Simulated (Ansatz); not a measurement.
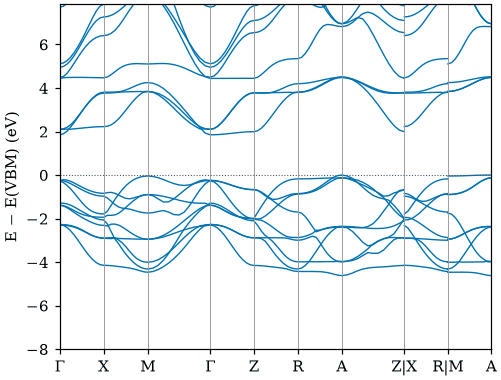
Figure. Band structure from LDA in the plane-wave PAW code Ansatz

Q: Read off the gap and where the band edges lie.

A: About 1.8 eV (1.85 eV by a search for the band edges); maximum at A, minimum at Γ.

The material is BaTiO₃ in space group P4mm (No. 99; Ti on 1b, Ba on 1a, O on 1b, O on 2c).

The cell was relaxed with LDA under the symmetry of its start. At this level the phase is dynamically unstable (imaginary phonons). No spin polarisation was allowed. Scalar-relativistic: spin–orbit coupling is off unless named, which matters more the heavier the elements.

Potentials: the later of the program's two PAW sets.
